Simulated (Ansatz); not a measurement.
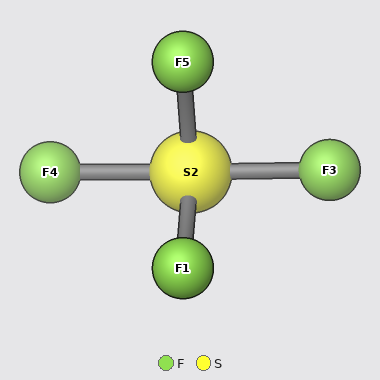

The system is F₄S, SMILES FS(F)(F)F; the picture shows the reference structure. First axis: bond length S2–F4. Second axis: angle F4–S2–F5. Nothing is relaxed (all other coordinates rigid). Grid: 15 × 15 points. All energies are given in kJ/mol relative to the lowest grid point. Computed with Ansatz, RKS PBE0-D4/def2-SVP.

Its coordinates:

```yaml
atoms:
  - { symbol: F, position_ang: [-0.5704, -0.2308, 1.1924] }
  - { symbol: S, position_ang: [0.0654, -0.3654, -0.2485] }
  - { symbol: F, position_ang: [1.5452, -0.4671, 0.4921] }
  - { symbol: F, position_ang: [-1.4471, -0.0804, -0.8645] }
  - { symbol: F, position_ang: [0.4069, 1.1438, -0.5715] }
```

Range: bond length S2–F4 from 1.459 to 2.072 Å; angle F4–S2–F5 from 52.5 to 122.5°.

Question: What landscape does the calculation give?

Answer: The lowest grid point is at bond length S2–F4 = 1.678 Å, angle F4–S2–F5 = 87.5°. No other kind of well shows on this grid. The highest grid point, bond length S2–F4 = 1.459 Å, angle F4–S2–F5 = 52.5°, lies 1153 kJ/mol above the lowest. Round the minimum the two coordinates are weakly coupled (coupling 0.05 in units of the two stiffnesses).

```csv
"angle F4–S2–F5 ↓, bond length S2–F4 →",1.459,1.503,1.547,1.590,1.634,1.678,1.722,1.766,1.809,1.853,1.897,1.941,1.985,2.029,2.072
122.5,221,184,156,137,124,116,113,113,117,122,129,138,149,160,171
117.5,194,157,131,114,102,96,94,96,100,107,115,125,136,148,160
112.5,164,130,105,89,79,74,74,77,82,90,100,110,122,135,148
107.5,135,102,79,64,56,53,54,58,65,74,84,96,109,122,136
102.5,109,77,55,42,35,33,35,41,49,59,70,83,97,111,125
97.5,87,56,35,23,17,16,19,26,35,46,58,72,86,101,116
92.5,73,42,22,10,5,5,8,16,25,37,50,64,79,94,109
87.5,69,38,18,6,0,0,4,11,21,32,46,60,75,91,106
82.5,80,47,26,13,6,5,9,15,24,36,48,62,77,92,107
77.5,110,76,52,36,28,25,26,31,39,49,60,73,87,101,116
72.5,170,131,103,84,72,65,63,65,69,77,86,96,108,120,133
67.5,274,228,193,168,149,136,128,125,124,127,131,138,146,155,164
62.5,444,388,343,307,279,256,239,226,218,212,209,208,210,213,217
57.5,718,648,587,537,492,455,422,395,373,354,339,326,317,310,305
52.5,1153,1064,984,912,844,782,727,676,632,591,555,523,495,471,451
```

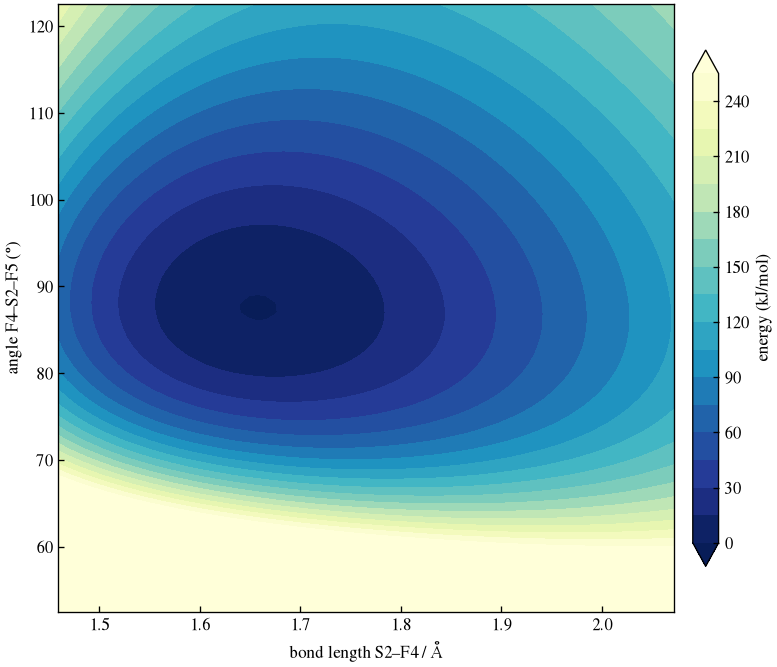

The picture shows filled contours, one colour for all values above the top of the scale. Between grid points the surface is interpolated.

Each point was launched as `ansatz run input.yaml --threads 1 --pin off --max-ram 2560MiB --backend cpu --events-out ev --progress --plain --runs-dir out`. The whole map (225 points run) took 8.3 min on 1 thread of Arm Neoverse V2 (shared host).
